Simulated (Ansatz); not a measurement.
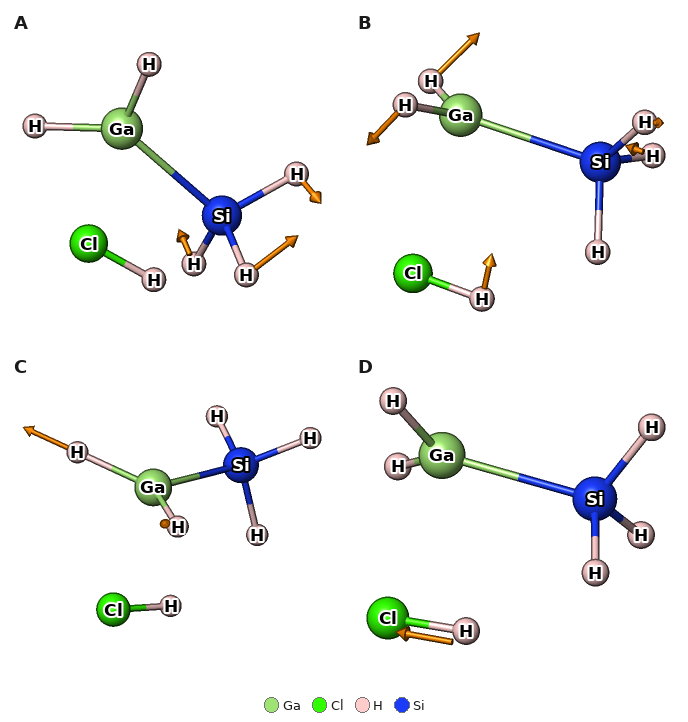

4 normal modes of one molecule or complex, as arrows. Harmonic vibrations computed with RKS PBE0-D4/def2-TZVP (Ansatz 0.2.0) at a stationary point of the same level.

### Match the panels to the wavenumbers 348 cm⁻¹, 933 cm⁻¹, 1962 cm⁻¹, 2893 cm⁻¹.

A: 933 cm⁻¹, H–Si–H bending
B: 348 cm⁻¹
C: 1962 cm⁻¹, Ga–H stretching
D: 2893 cm⁻¹, Cl–H stretching
